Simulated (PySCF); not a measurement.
# Cobalt: the same states on changed settings

These states were run before on sound settings. What differs here: basis STO-3G, all-electron and non-relativistic, unsound on purpose. What does it move?

Program: PySCF 2.14.0. Level of theory: unrestricted determinants in a Gaussian basis, no spin-orbit coupling in the energies. These are calculated values, not measurements, unless marked.

**1. What is computed**

| Property | Result |
| --- | --- |
| Element | cobalt (Z = 27) |
| Basis | STO-3G |
| Hamiltonian | the non-relativistic Hamiltonian (point nucleus) |
| State 1 | Co²⁺: [Ar] 3d7, high-spin 4F determinant |
| State 2 | Co³⁺: [Ar] 3d6, high-spin 5D determinant |
| Methods | UHF, PBE0, LDA, MP2 |
| Core shells frozen in the correlated runs | valence: [Ar] (for Co²⁺) |

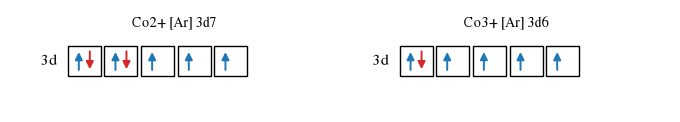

Outer shells as boxes.

The sound run (x2c-TZVPall, the spin-free X2C one-electron Hamiltonian (Gaussian nucleus), symmetry-adapted start, fine grid, valence correlation) gave:

| species | method | energy (hartree) |
| --- | --- | --- |
| Co²⁺ | UHF | -1391.04281 |
| Co²⁺ | PBE0 | -1392.08082 |
| Co²⁺ | LDA | -1389.60382 |
| Co²⁺ | MP2 (valence) | -1391.18817 |
| Co³⁺ | UHF | -1389.89720 |
| Co³⁺ | PBE0 | -1390.84317 |
| Co³⁺ | LDA | -1388.34136 |
| Co³⁺ | MP2 (valence) | -1389.98595 |

One driver process ran all states and methods and kept the integrals in memory. Each run is shown as a PySCF script that sums up its settings (the driver passes frozen orbitals as a list and adds second-order terms of double hybrids); the logs are those of the runs themselves. The driver starts from symmetry-adapted Hartree-Fock orbitals, holds the occupation by maximum overlap and uses a logarithmic radial grid for functionals, so a plain start would take other cycles.

The driver's launch:

```
$ OMP_NUM_THREADS=1 python atomrun2.py TASK.json OUT
```

The integrals over 18 functions and the set-up took 0.02 s of CPU time.

**2. Changed run, Co²⁺**

UHF:

The input, input.py:

```python
from pyscf import gto, scf, dft, mp, cc
import basis_set_exchange as bse
mol = gto.M(atom="Co 0 0 0", charge=2, spin=3, symmetry="D2h",
            basis=gto.basis.parse(bse.get_basis("STO-3G", elements=["Co"], fmt="nwchem", header=False)))
mf = scf.UHF(mol)
mf.irrep_nelec = {'Ag': (5, 4), 'B1g': (1, 1), 'B2g': (1, 0), 'B3g': (1, 0), 'B1u': (2, 2), 'B2u': (2, 2), 'B3u': (2, 2)}
mf.kernel()
```

Log:

```text
damping factor = 0
level_shift factor = 0
DIIS = <class 'pyscf.scf.diis.CDIIS'>
diis_start_cycle = 1
diis_space = 10
diis_damp = 0
SCF conv_tol = 1e-09
SCF conv_tol_grad = None
number electrons alpha = 14  beta = 11
cycle= 1 E= -1365.36838176117  delta_E= 9.09e-13  |g|= 8.55e-09  |ddm|= 4.2e-08
converged SCF energy = -1365.36838176117  <S^2> = 3.7511583  2S+1 = 4.0005791
```

It took 0.04 s on 1 thread of Neoverse-V2, shared host, the integrals not counted.

Orbital energies by shell (radii are means over both spins):

| shell | electrons | mean orbital energy (eV) | spread (eV) | rms radius (bohr) |
| --- | --- | --- | --- | --- |
| 1s α | 1 | -7626.7 | 0 | 0.0664 |
| 1s β | 1 | -7626.7 | 0 | 0.0664 |
| 2s α | 1 | -935.37 | 0 | 0.274 |
| 2s β | 1 | -933.56 | 0 | 0.274 |
| 2p α | 3 | -820.95 | 0 | 0.252 |
| 2p β | 3 | -819.15 | 0 | 0.252 |
| 3s α | 1 | -131.91 | 0 | 0.859 |
| 3s β | 1 | -122.94 | 0 | 0.859 |
| 3p α | 3 | -92.821 | 0 | 0.897 |
| 3p β | 3 | -81.894 | 0 | 0.897 |
| 3d α | 5 | -19.737 | 1.573 | 0.913 |
| 3d β | 2 | -15.194 | 0 | 0.913 |

⟨S²⟩ = 3.751, ⟨L²⟩ = 12.00.

PBE0:

input.py differs from the last one in:

```diff
@@ -4,3 +4,3 @@
             basis=gto.basis.parse(bse.get_basis("STO-3G", elements=["Co"], fmt="nwchem", header=False)))
-mf = scf.UHF(mol)
+mf = dft.UKS(mol, xc="PBE0")
 mf.irrep_nelec = {'Ag': (5, 4), 'B1g': (1, 1), 'B2g': (1, 0), 'B3g': (1, 0), 'B1u': (2, 2), 'B2u': (2, 2), 'B3u': (2, 2)}
```

Log:

```text
damping factor = 0
level_shift factor = 0
DIIS = <class 'pyscf.scf.diis.CDIIS'>
diis_start_cycle = 1
diis_space = 10
diis_damp = 0
SCF conv_tol = 1e-09
SCF conv_tol_grad = None
number electrons alpha = 14  beta = 11
XC functionals = PBE0
    C. Adamo and V. Barone.,  J. Chem. Phys. 110, 6158 (1999)
    M. Ernzerhof and G. E. Scuseria.,  J. Chem. Phys. 110, 5029 (1999)
cycle= 1 E= -1366.14204198478  delta_E= -0.00197  |g|= 0.00335  |ddm|= 0.0493
cycle= 2 E= -1366.14204631926  delta_E= -4.33e-06  |g|= 0.000178  |ddm|= 0.0024
cycle= 3 E= -1366.14204633096  delta_E= -1.17e-08  |g|= 8.43e-06  |ddm|= 0.000115
cycle= 4 E= -1366.14204633099  delta_E= -3.18e-11  |g|= 8.67e-09  |ddm|= 6.6e-06
converged SCF energy = -1366.14204633099  <S^2> = 3.7505486  2S+1 = 4.0002743
```

Time after the integrals: 0.18 s (1 thread of Neoverse-V2, shared host).

LDA:

input.py differs from the last one in:

```diff
@@ -4,3 +4,3 @@
             basis=gto.basis.parse(bse.get_basis("STO-3G", elements=["Co"], fmt="nwchem", header=False)))
-mf = dft.UKS(mol, xc="PBE0")
+mf = dft.UKS(mol, xc="LDA,VWN")
 mf.irrep_nelec = {'Ag': (5, 4), 'B1g': (1, 1), 'B2g': (1, 0), 'B3g': (1, 0), 'B1u': (2, 2), 'B2u': (2, 2), 'B3u': (2, 2)}
```

Log:

```text
damping factor = 0
level_shift factor = 0
DIIS = <class 'pyscf.scf.diis.CDIIS'>
diis_start_cycle = 1
diis_space = 10
diis_damp = 0
SCF conv_tol = 1e-09
SCF conv_tol_grad = None
number electrons alpha = 14  beta = 11
XC functionals = LDA,VWN
    P. A. M. Dirac.,  Math. Proc. Cambridge Philos. Soc. 26, 376 (1930)
    F. Bloch.,  Z. Phys. 57, 545 (1929)
    S. H. Vosko, L. Wilk, and M. Nusair.,  Can. J. Phys. 58, 1200 (1980)
cycle= 1 E= -1363.54233748459  delta_E= -0.00491  |g|= 0.011  |ddm|= 0.0842
cycle= 2 E= -1363.54238553782  delta_E= -4.81e-05  |g|= 0.00121  |ddm|= 0.00861
cycle= 3 E= -1363.54238612479  delta_E= -5.87e-07  |g|= 6.81e-07  |ddm|= 0.000852
cycle= 4 E= -1363.54238612479  delta_E= 4.55e-13  |g|= 3.34e-09  |ddm|= 5.29e-07
converged SCF energy = -1363.54238612479  <S^2> = 3.7503417  2S+1 = 4.0001708
```

It took 0.09 s on 1 thread of Neoverse-V2, shared host, the integrals not counted.

MP2 (valence):

The input, input.py:

```python
from pyscf import gto, scf, dft, mp, cc
import basis_set_exchange as bse
mol = gto.M(atom="Co 0 0 0", charge=2, spin=3, symmetry="D2h",
            basis=gto.basis.parse(bse.get_basis("STO-3G", elements=["Co"], fmt="nwchem", header=False)))
mf = scf.UHF(mol)
mf.irrep_nelec = {'Ag': (5, 4), 'B1g': (1, 1), 'B2g': (1, 0), 'B3g': (1, 0), 'B1u': (2, 2), 'B2u': (2, 2), 'B3u': (2, 2)}
mf.kernel()
mp.UMP2(mf, frozen=9).kernel()
```

No log was kept for this step.

Time after the integrals: 0.01 s (1 thread of Neoverse-V2, shared host).

With 7 electrons correlated, the MP2 correlation energy is -0.00046 hartree (-0.00007 same spin, -0.00039 opposite spin); the SCS form gives -0.00049. Largest pairs of shells: 3d-3d -0.0005.

**3. Changed run, Co³⁺: the ladder of methods**

UHF:

The input, input.py:

```python
from pyscf import gto, scf, dft, mp, cc
import basis_set_exchange as bse
mol = gto.M(atom="Co 0 0 0", charge=3, spin=4, symmetry="D2h",
            basis=gto.basis.parse(bse.get_basis("STO-3G", elements=["Co"], fmt="nwchem", header=False)))
mf = scf.UHF(mol)
mf.irrep_nelec = {'Ag': (5, 3), 'B1g': (1, 1), 'B2g': (1, 0), 'B3g': (1, 0), 'B1u': (2, 2), 'B2u': (2, 2), 'B3u': (2, 2)}
mf.kernel()
```

Log:

```text
damping factor = 0
level_shift factor = 0
DIIS = <class 'pyscf.scf.diis.CDIIS'>
diis_start_cycle = 1
diis_space = 10
diis_damp = 0
SCF conv_tol = 1e-09
SCF conv_tol_grad = None
number electrons alpha = 14  beta = 10
cycle= 1 E= -1364.82870720224  delta_E= -2.32e-05  |g|= 0.00163  |ddm|= 0.00627
cycle= 2 E= -1364.82871136386  delta_E= -4.16e-06  |g|= 0.000696  |ddm|= 0.00265
cycle= 3 E= -1364.82871227745  delta_E= -9.14e-07  |g|= 4.62e-06  |ddm|= 0.00195
cycle= 4 E= -1364.82871227746  delta_E= -8.19e-12  |g|= 2.62e-07  |ddm|= 4.01e-06
converged SCF energy = -1364.82871227746  <S^2> = 6.0007676  2S+1 = 5.000307
```

Time after the integrals: 0.03 s (1 thread of Neoverse-V2, shared host).

Orbital energies by shell (radii are means over both spins):

| shell | electrons | mean orbital energy (eV) | spread (eV) | rms radius (bohr) |
| --- | --- | --- | --- | --- |
| 1s α | 1 | -7661.6 | 0 | 0.0664 |
| 1s β | 1 | -7661.6 | 0 | 0.0664 |
| 2s α | 1 | -970.35 | 0 | 0.274 |
| 2s β | 1 | -967.96 | 0 | 0.274 |
| 2p α | 3 | -855.98 | 1.064 | 0.252 |
| 2p β | 3 | -853.60 | 0.351 | 0.252 |
| 3s α | 1 | -160.65 | 0 | 0.853 |
| 3s β | 1 | -148.72 | 0 | 0.853 |
| 3p α | 3 | -121.40 | 2.660 | 0.873 |
| 3p β | 3 | -106.84 | 1.688 | 0.873 |
| 3d α | 5 | -47.573 | 3.125 | 0.914 |
| 3d β | 1 | -40.375 | 0 | 0.914 |

⟨S²⟩ = 6.001, ⟨L²⟩ = 6.00.

PBE0:

input.py differs from the last one in:

```diff
@@ -4,3 +4,3 @@
             basis=gto.basis.parse(bse.get_basis("STO-3G", elements=["Co"], fmt="nwchem", header=False)))
-mf = scf.UHF(mol)
+mf = dft.UKS(mol, xc="PBE0")
 mf.irrep_nelec = {'Ag': (5, 3), 'B1g': (1, 1), 'B2g': (1, 0), 'B3g': (1, 0), 'B1u': (2, 2), 'B2u': (2, 2), 'B3u': (2, 2)}
```

Log:

```text
damping factor = 0
level_shift factor = 0
DIIS = <class 'pyscf.scf.diis.CDIIS'>
diis_start_cycle = 1
diis_space = 10
diis_damp = 0
SCF conv_tol = 1e-09
SCF conv_tol_grad = None
number electrons alpha = 14  beta = 10
XC functionals = PBE0
    C. Adamo and V. Barone.,  J. Chem. Phys. 110, 6158 (1999)
    M. Ernzerhof and G. E. Scuseria.,  J. Chem. Phys. 110, 5029 (1999)
cycle= 1 E= -1365.53592915955  delta_E= -0.000849  |g|= 0.00164  |ddm|= 0.0292
cycle= 2 E= -1365.53593149072  delta_E= -2.33e-06  |g|= 0.000181  |ddm|= 0.0027
cycle= 3 E= -1365.53593157024  delta_E= -7.95e-08  |g|= 2.71e-05  |ddm|= 0.000592
cycle= 4 E= -1365.53593157215  delta_E= -1.91e-09  |g|= 4.36e-07  |ddm|= 0.000106
cycle= 5 E= -1365.53593157215  delta_E= -4.55e-13  |g|= 1.79e-09  |ddm|= 1.48e-06
converged SCF energy = -1365.53593157215  <S^2> = 6.0003336  2S+1 = 5.0001334
```

Time after the integrals: 0.21 s (1 thread of Neoverse-V2, shared host).

LDA:

input.py differs from the last one in:

```diff
@@ -4,3 +4,3 @@
             basis=gto.basis.parse(bse.get_basis("STO-3G", elements=["Co"], fmt="nwchem", header=False)))
-mf = dft.UKS(mol, xc="PBE0")
+mf = dft.UKS(mol, xc="LDA,VWN")
 mf.irrep_nelec = {'Ag': (5, 3), 'B1g': (1, 1), 'B2g': (1, 0), 'B3g': (1, 0), 'B1u': (2, 2), 'B2u': (2, 2), 'B3u': (2, 2)}
```

Log:

```text
damping factor = 0
level_shift factor = 0
DIIS = <class 'pyscf.scf.diis.CDIIS'>
diis_start_cycle = 1
diis_space = 10
diis_damp = 0
SCF conv_tol = 1e-09
SCF conv_tol_grad = None
number electrons alpha = 14  beta = 10
XC functionals = LDA,VWN
    P. A. M. Dirac.,  Math. Proc. Cambridge Philos. Soc. 26, 376 (1930)
    F. Bloch.,  Z. Phys. 57, 545 (1929)
    S. H. Vosko, L. Wilk, and M. Nusair.,  Can. J. Phys. 58, 1200 (1980)
cycle= 1 E= -1362.93730343198  delta_E= -0.00221  |g|= 0.0037  |ddm|= 0.05
cycle= 2 E= -1362.93730778465  delta_E= -4.35e-06  |g|= 0.000195  |ddm|= 0.00231
cycle= 3 E= -1362.93730779693  delta_E= -1.23e-08  |g|= 6.5e-07  |ddm|= 0.000116
cycle= 4 E= -1362.93730779693  delta_E= -4.55e-13  |g|= 9.27e-09  |ddm|= 3.59e-07
converged SCF energy = -1362.93730779693  <S^2> = 6.0002213  2S+1 = 5.0000885
```

It took 0.09 s on 1 thread of Neoverse-V2, shared host, the integrals not counted.

MP2 (valence):

The input, input.py:

```python
from pyscf import gto, scf, dft, mp, cc
import basis_set_exchange as bse
mol = gto.M(atom="Co 0 0 0", charge=3, spin=4, symmetry="D2h",
            basis=gto.basis.parse(bse.get_basis("STO-3G", elements=["Co"], fmt="nwchem", header=False)))
mf = scf.UHF(mol)
mf.irrep_nelec = {'Ag': (5, 3), 'B1g': (1, 1), 'B2g': (1, 0), 'B3g': (1, 0), 'B1u': (2, 2), 'B2u': (2, 2), 'B3u': (2, 2)}
mf.kernel()
mp.UMP2(mf, frozen=9).kernel()
```

The driver printed no log here.

Time after the integrals: 0.01 s (1 thread of Neoverse-V2, shared host).

With 6 electrons correlated, the MP2 correlation energy is -0.00007 hartree (-0.00002 same spin, -0.00005 opposite spin); the SCS form gives -0.00007. Largest pairs of shells: 3d-3d -0.0001.

**4. What moved**

| species | method | converged | energy less sound run (eV) |
| --- | --- | --- | --- |
| Co²⁺ | UHF | yes | +698.6367 |
| Co²⁺ | PBE0 | yes | +705.8299 |
| Co²⁺ | LDA | yes | +709.1676 |
| Co²⁺ | MP2 (valence) | yes | +702.5796 |
| Co³⁺ | UHF | yes | +682.1483 |
| Co³⁺ | PBE0 | yes | +688.6450 |
| Co³⁺ | LDA | yes | +691.2794 |
| Co³⁺ | MP2 (valence) | yes | +684.5615 |

Ionisation energy of Co²⁺:

| method | sound run (eV) | changed run (eV) | shift (eV) |
| --- | --- | --- | --- |
| UHF | 31.174 | 14.685 | -16.488 |
| PBE0 | 33.678 | 16.493 | -17.185 |
| LDA | 34.353 | 16.465 | -17.888 |
| MP2 | 32.714 | 14.696 | -18.018 |
| SCS-MP2 | 32.756 | 14.697 | -18.059 |

**5. Outcome**

| quantity | value |
| --- | --- |
| change | basis STO-3G, all-electron and non-relativistic |
| runs converged | 8 of 8 |
| largest shift of a converged total energy | 709 eV |
| largest shift of the ionisation energy | -18.059 eV (SCS-MP2) |

In words: The ionisation energy moves by up to 18.06 eV, at SCS-MP2. A minimal basis describes the outer orbitals poorly and treats the two species unevenly. The Hamiltonian changed with the basis, so the totals do not compare. The setting is unsound on purpose, so these numbers are no properties of the atom.
